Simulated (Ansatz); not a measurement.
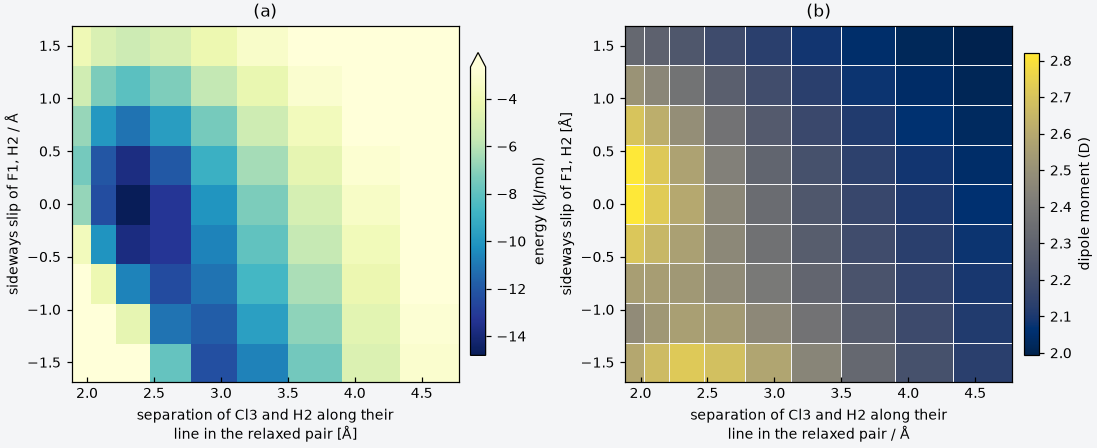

The pair FH···BCl₃. 
- The first coordinate is: separation of Cl3 and H2 along their line in the relaxed pair; the second: sideways slip of F1, H2.
- Nothing is relaxed (both partners rigid).
- The grid has 9 × 9 points.
- Points are written as (first, second).
- Energies are in kJ/mol, from the two partners far apart, frozen as in the relaxed pair, each in its own basis (no counterpoise correction).
- Computed with RKS PBE0-D4/def2-SVPD (Ansatz).

Panel (a) is the energy and panel (b) the computed dipole moment on the same grid.

In the figure: one coloured cell a grid point, one colour for all values above the top of the scale.

Q: How does the dipole moment vary over the map, and what is it at the lowest grid point?

A: Leaving out the highest fifth of the energies, it runs from 2.08 D at (3.694 Å, 1.125 Å) to 2.82 D at (1.956 Å, 0.000 Å). At the lowest grid point, (2.329 Å, 0.000 Å), it is 2.59 D.
